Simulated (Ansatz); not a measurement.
**AlBH (doublet): correlated methods under varied settings at distance Al2–H3 = 1.601 Å**

Aim: run AlBH (doublet) at one geometry under a spread of methods and options, and see what each costs and gives.

Computed with Ansatz 0.2.0, Gaussian basis. Level: the settings change from run to run.

22 further runs of the same task are left out: 4 for a known fault of the program, 13 that didn't finish, 5 set aside as unsound or not needed.

### Step 1. The geometry

The geometry derives from a PBE0/def2-TZVP stationary point (not a proven minimum). One bond is set to the value named and the two fragments are kept rigid.

3 atoms, charge 0, spin multiplicity 2.

Atoms are counted from 1 here; the program's logs count them from 0.

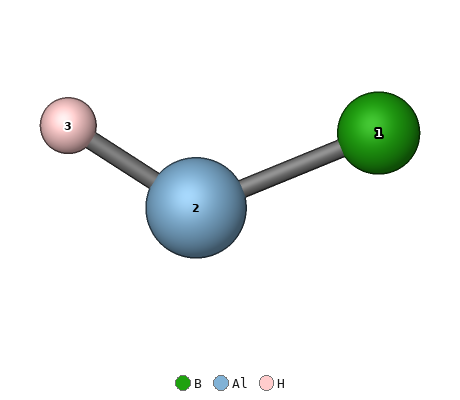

The geometry (boron green, aluminium light blue, hydrogen pink); atoms are numbered from 1 in the order of the file.

Geometry (Å):

```
atom   x (Å)    y (Å)    z (Å)
  B1  0.0000  -0.1388   1.5159
 Al2  0.0000   0.0968  -0.5473
  H3  0.0000  -1.1027  -1.6081
```

### Step 2. CASCI(7,7)/6-31G

The input, in.yaml:

```yaml
crystal:
  periodic: [false, false, false]
  atoms:
    - {symbol: B, position_ang: [0.000000, -0.138799, 1.515922]}
    - {symbol: Al, position_ang: [0.000000, 0.096806, -0.547327]}
    - {symbol: H, position_ang: [0.000000, -1.102664, -1.608146]}
basis:
  gaussian: {orbitals: 6-31G}
magnetization: {spin_polarized: false, initial_magnetization: 1}
correlation: {active_space: {window: {electrons: 7, orbitals: 7}, fixed_orbitals: true}}
```

The run is started by

```bash
$ ansatz run in.yaml --threads 1 --pin off --events-out ev --progress --plain --max-ram 2393MiB
```

Output:

```text
Functional definition: HF
  name "HF"
  cite "Fock, Z. Phys. 61, 126 (1930) doi:10.1007/BF01340294"
  parent pbe
  exchange = exact_x
  correlation = 0
296 factors; integrals over basis functions are off by at most 1.5e-4 eV
mean field evaluation 1: about -7262.7976 eV, gradient 8.8e0 eV
mean field evaluation 2: about -7262.8164 eV, gradient 8.8e0 eV
mean field evaluation 4: about -7263.6606 eV, gradient 1.5e0 eV
mean field evaluation 8: about -7263.6965 eV, gradient 2.7e-1 eV
mean field evaluation 16: about -7263.7049 eV, gradient 2.0e-6 eV
mean field evaluation 32: about -7263.9932 eV, gradient 3.6e-6 eV
mean field evaluation 64: about -7263.7048 eV, gradient 2.9e-2 eV
mean field evaluation 96: about -7263.9931 eV, gradient 6.2e-2 eV
mean field evaluation 128: about -7263.9755 eV, gradient 9.0e-1 eV
mean field evaluation 160: about -7263.8960 eV, gradient 1.1e0 eV
mean field evaluation 192: about -7263.7049 eV, gradient 1.2e-5 eV
mean field -7263.99319738 eV, -266.9468262923 hartree, gradient 2.4e-6 eV, S^2 0.750000; 12 other end points of the search recorded, 0 dependent functions left out
reference -7263.99319738 eV, -266.9468262923 hartree; 10, 9 occupied and 14, 15 virtual orbitals, 296 factors
state -7265.15015015 eV, -266.9893435224 hartree
Total energy: -7265.15015015 eV, -266.9893435224 hartree
```

Wall time 0.45 s (1 thread of Arm Neoverse V2, shared host).

From the report: 600 determinants; active occupations 2.00, 1.97, 1.68, 0.97, 0.30, 0.04, 0.04.

### Step 3. CISDTQ/STO-3G

in.yaml, as its differences from that of step 2:

```diff
@@ -7,4 +7,4 @@
 basis:
-  gaussian: {orbitals: 6-31G}
+  gaussian: {orbitals: STO-3G}
 magnetization: {spin_polarized: false, initial_magnetization: 1}
-correlation: {active_space: {window: {electrons: 7, orbitals: 7}, fixed_orbitals: true}}
+correlation: {active_space: {ras: {orbitals: [3, 1, 5], electrons: 7, max_holes: 4, max_particles: 4}, fixed_orbitals: true}}
```

The command is unchanged.

Output:

```text
Functional definition: HF
  name "HF"
  cite "Fock, Z. Phys. 61, 126 (1930) doi:10.1007/BF01340294"
  parent pbe
  exchange = exact_x
  correlation = 0
166 factors; integrals over basis functions are off by at most 1.6e-4 eV
mean field evaluation 1: about -7174.2769 eV, gradient 1.0e1 eV
mean field evaluation 2: about -7174.2836 eV, gradient 1.0e1 eV
mean field evaluation 4: about -7174.9686 eV, gradient 7.7e-1 eV
mean field evaluation 8: about -7175.0171 eV, gradient 2.6e-3 eV
mean field evaluation 16: about -7171.3255 eV, gradient 2.1e1 eV
mean field evaluation 32: about -7171.6949 eV, gradient 7.6e-3 eV
mean field evaluation 64: about -7174.9202 eV, gradient 9.9e-1 eV
mean field evaluation 96: about -7174.8207 eV, gradient 2.1e-6 eV
mean field -7175.01640668 eV, -263.6769895445 hartree, gradient 2.6e-6 eV, S^2 0.750000; 11 other end points of the search recorded, 0 dependent functions left out
reference -7175.01640668 eV, -263.6769895445 hartree; 10, 9 occupied and 5, 6 virtual orbitals, 166 factors
state -7177.99106798 eV, -263.7863063313 hartree
Total energy: -7177.99106798 eV, -263.7863063313 hartree
```

It took 0.39 s on 1 thread of Arm Neoverse V2, shared host.

From the report: 3,514 determinants.

### Step 4. CASSCF(5,7)/6-31G

The input, in.yaml:

```yaml
crystal:
  periodic: [false, false, false]
  atoms:
    - {symbol: B, position_ang: [0.000000, -0.138799, 1.515922]}
    - {symbol: Al, position_ang: [0.000000, 0.096806, -0.547327]}
    - {symbol: H, position_ang: [0.000000, -1.102664, -1.608146]}
basis:
  gaussian: {orbitals: 6-31G}
magnetization: {spin_polarized: false, initial_magnetization: 1}
correlation: {active_space: {window: {electrons: 5, orbitals: 7}}}
scf: {lower_state_search: off}
output: {forces: true}
```

Launched as before.

Output (excerpt; [...] marks lines left out):

```text
Functional definition: HF
  name "HF"
  cite "Fock, Z. Phys. 61, 126 (1930) doi:10.1007/BF01340294"
  parent pbe
[...]
296 factors; integrals over basis functions are off by at most 1.5e-4 eV
[...]
mean field -7263.70488912 eV, -266.9362311591 hartree, gradient 2.0e-6 eV, S^2 0.750000; 0 other end points of the search recorded, 0 dependent functions left out
reference -7263.70488912 eV, -266.9362311591 hartree; 10, 9 occupied and 14, 15 virtual orbitals, 296 factors
state -7266.08837581 eV, -267.0238226795 hartree
[...]
Total energy: -7266.08837581 eV, -267.0238226795 hartree
Atom 0 at     0.000000    -0.138799     1.515922 Å, force     0.000000    -0.249870     1.048521 eV/Å
Atom 1 at     0.000000     0.096806    -0.547327 Å, force    -0.000000     0.579191    -0.981122 eV/Å
Atom 2 at     0.000000    -1.102664    -1.608146 Å, force     0.000000    -0.329321    -0.067399 eV/Å
Dipole moment:    -0.000000     0.168635    -0.020943 e Å
Checks for a lower state left out: stability, starts, cluster_reference, orbital_swaps, neighbouring_geometries, increment
```

Run time: 0.45 s. Hardware: 1 thread of Arm Neoverse V2, shared host.

From the report: 735 determinants; active occupations 1.95, 1.70, 0.97, 0.27, 0.05, 0.05, 0.02.

### Step 5. BCCD(T) on UHF/def2-SVPD

The input, in.yaml:

```yaml
crystal:
  periodic: [false, false, false]
  atoms:
    - {symbol: B, position_ang: [0.000000, -0.138799, 1.515922]}
    - {symbol: Al, position_ang: [0.000000, 0.096806, -0.547327]}
    - {symbol: H, position_ang: [0.000000, -1.102664, -1.608146]}
basis:
  gaussian: {orbitals: def2-SVPD}
magnetization: {spin_polarized: true, initial_magnetization: 1}
correlation: {method: bccd_t, electrons: outside_noble_gas}
output: {forces: true}
```

The command is unchanged.

Output (excerpt; [...] marks lines left out):

```text
Functional definition: HF
  name "HF"
  cite "Fock, Z. Phys. 61, 126 (1930) doi:10.1007/BF01340294"
  parent pbe
[...]
490 factors; integrals over basis functions are off by at most 1.1e-3 eV
[...]
mean field -7263.33496430 eV, -266.9226366726 hartree, gradient 4.8e-6 eV, S^2 1.682084; 29 other end points of the search recorded, 0 dependent functions left out
determinant -7263.33496430 eV, -266.9226366726 hartree, with singles and doubles -7266.60127776 eV, -267.0426714786 hartree
determinant -7263.03678903 eV, -266.9116789335 hartree, with singles and doubles -7266.38831815 eV, -267.0348453570 hartree
determinant -7263.01887853 eV, -266.9110207348 hartree, with singles and doubles -7266.44264869 eV, -267.0368419676 hartree
determinant -7262.99302189 eV, -266.9100705209 hartree, with singles and doubles -7266.47818244 eV, -267.0381478090 hartree
[...]
6 core orbitals not correlated: weight in the atoms' cores, before any rotation towards them, 1.000 or more for the frozen orbitals, at most 0.000 for the correlated occupied ones
reference -7263.33496430 eV, -266.9226366726 hartree; 4, 3 occupied and 42, 43 virtual orbitals, 490 factors
second order -2.31614334 eV of doubles, -0.00000000 eV of singles
cycle   1  -3.32114490 eV  change   -2.9e-2 eV  update   3.7e-2
[...]
cycle   8  -3.28851808 eV  change   -2.6e-8 eV  update   9.4e-8
perturbative correction -0.18332587 eV, -0.0067371015 hartree
[...]
Total energy: -7266.80680824 eV, -267.0502245844 hartree
Atom 0 at     0.000000    -0.138799     1.515922 Å, force     0.000000    -0.103136     0.459929 eV/Å
Atom 1 at     0.000000     0.096806    -0.547327 Å, force    -0.000000     0.169880    -0.487964 eV/Å
Atom 2 at     0.000000    -1.102664    -1.608146 Å, force     0.000000    -0.066744     0.028035 eV/Å
Dipole moment:    -0.000000     0.202522    -0.257404 e Å
```

Wall time 23 s (1 thread of Arm Neoverse V2, shared host); peak memory 0.27 GiB.

From the report: ⟨S²⟩ of the determinant 1.682 (pure doublet: 0.75); correlation -3.4718 eV; largest double amplitude 0.09. The determinant is far from a pure spin state, so its energy mixes those of several spin states (harmless only where they are near-degenerate, as at dissociation).

### Step 6. CCSDT(Q)/B on UHF/cc-pVDZ

in.yaml, as its differences from that of step 5:

```diff
@@ -7,5 +7,5 @@
 basis:
-  gaussian: {orbitals: def2-SVPD}
+  gaussian: {orbitals: cc-pVDZ}
 magnetization: {spin_polarized: true, initial_magnetization: 1}
-correlation: {method: bccd_t, electrons: outside_noble_gas}
-output: {forces: true}
+correlation: {method: ccsdt_q_b, electrons: outside_noble_gas}
+accuracy: high
```

Launched as before.

Output (excerpt; [...] marks lines left out):

```text
Functional definition: HF
  name "HF"
  cite "Fock, Z. Phys. 61, 126 (1930) doi:10.1007/BF01340294"
  parent pbe
[...]
750 factors; integrals over basis functions are off by at most 3.0e-9 eV
[...]
mean field -7266.10041295 eV, -267.0242650361 hartree, gradient 2.5e-8 eV, S^2 1.666188; 27 other end points of the search recorded, 0 dependent functions left out
determinant -7266.10041295 eV, -267.0242650361 hartree, with singles and doubles -7269.32499899 eV, -267.1427663875 hartree
determinant -7265.81026327 eV, -267.0136022321 hartree, with singles and doubles -7269.16301227 eV, -267.1368134853 hartree
determinant -7265.79075829 eV, -267.0128854373 hartree, with singles and doubles -7269.12783668 eV, -267.1355208060 hartree
determinant -7265.77414559 eV, -267.0122749320 hartree, with singles and doubles -7269.19876897 eV, -267.1381275196 hartree
[...]
determinant -7265.49218477 eV, -267.0019130626 hartree, with no singles and doubles
determinant -7265.19436533 eV, -266.9909684003 hartree, with singles and doubles -7269.26631162 eV, -267.1406096665 hartree
determinant -7264.96221139 eV, -266.9824369002 hartree, with singles and doubles -7269.30763208 eV, -267.1421281651 hartree
determinant -7264.96221139 eV, -266.9824369002 hartree, with singles and doubles -7269.32070070 eV, -267.1426084281 hartree
6 core orbitals not correlated: weight in the atoms' cores, before any rotation towards them, 1.000 or more for the frozen orbitals, at most 0.000 for the correlated occupied ones
reference -7266.10041295 eV, -267.0242650361 hartree; 4, 3 occupied and 27, 28 virtual orbitals, 750 factors
second order -2.24950431 eV of doubles, -0.00000000 eV of singles
cycle   1  -2.79415551 eV  change   -5.4e-1 eV  update   8.3e-2
[...]
cycle  72  -3.51722956 eV  change  -1.3e-11 eV  update  1.4e-10
perturbative correction -0.02150077 eV, -0.0007901388 hartree
Total energy: -7269.63914328 eV, -267.1543109771 hartree
```

Run time: 29 s. Hardware: 1 thread of Arm Neoverse V2, shared host.

From the report: ⟨S²⟩ of the determinant 1.666 (pure doublet: 0.75); correlation -3.5387 eV; T1 0.129; largest double amplitude 0.22. The determinant is far from a pure spin state, so its energy mixes those of several spin states (harmless only where they are near-degenerate, as at dissociation).

### Step 7. The runs in one table

Where basis and cores are those of an earlier FCI/6-31G run (-7267.2125 eV), and the state is the same kind, the miss against it is given.

```csv
level,correlated,functions,energy (eV),from FCI (meV),time
"CASCI(7,7)/6-31G",,24,-7265.1502,2062.3,0.45 s
CISDTQ/STO-3G,outside noble gas,15,-7177.9911,,0.39 s
"CASSCF(5,7)/6-31G",,24,-7266.0884,1124.1,0.45 s
BCCD(T) on UHF/def2-SVPD,outside noble gas,52,-7266.8068,,23 s
CCSDT(Q)/B on UHF/cc-pVDZ,outside noble gas,37,-7269.6391,,29 s
```

### Step 8. Outcome

```
quantity                            value
    runs                                5
quickest            CISDTQ/STO-3G, 0.39 s
 slowest  CCSDT(Q)/B on UHF/cc-pVDZ, 29 s
```

What this shows: Total energies in different bases, with other cores or another treatment of relativity can't be set against each other. CCSDT(Q)/B on UHF/cc-pVDZ took 74 times as long as CISDTQ/STO-3G; the jobs differ in more than the method. Hartree-Fock, CASSCF and CASCI lack dynamic correlation by design.
